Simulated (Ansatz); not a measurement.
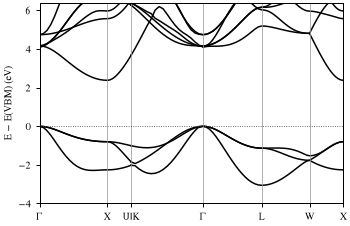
*Band structure from DFT-PBE in the program Ansatz with PAW potentials*

Read off the gap and where the band edges lie.

About 2.4 eV (2.38 eV by a search for the band edges); maximum at Γ, minimum at X.

The material is CaS (rock salt, Fm-3m).

Symmetry was held in the PBE relaxation; phonons on a q-mesh show no instability.

Potentials: the later of the program's two PAW sets.
